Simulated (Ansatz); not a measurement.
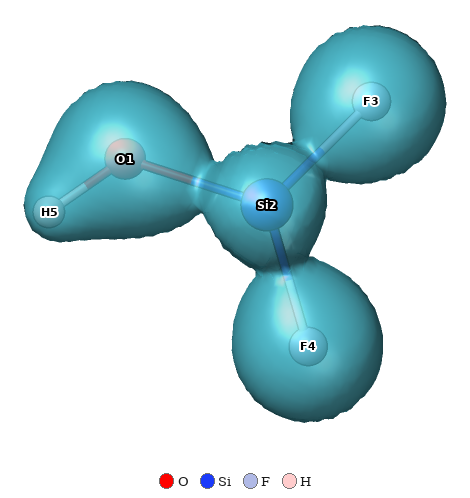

Figure. F$_{2}$HOSi (doublet). Isosurface of the total electron density at 0.8 e/Å³ (cyan), seen across its widest extent.

Geometry: PBE0-D4/def2-TZVP.

The calculation used UKS PBE0-D4/def2-TZVPP in Ansatz.

```xyz
5

O     0.1451    1.0882   -0.2137
Si   -0.0862   -0.3659    0.4788
F     1.3629   -0.9350    0.7704
F    -0.7986   -1.3702   -0.5302
H    -0.6233    1.5829   -0.5053
```

Question: Which contacts does the surface bridge?

Answer: At this value the surface is in one piece. It bridges the sampled Si–F (1.58 Å), Si–O (1.63 Å) and O–H (0.96 Å) contacts, where the density stays above the isovalue. On the grid the lowest density along these lines, outside the cores, is 1.1 e/Å³ (Si–F, 1.58 Å), 1.1 e/Å³ (Si–O, 1.63 Å) and 2.4 e/Å³ (O–H, 0.96 Å).
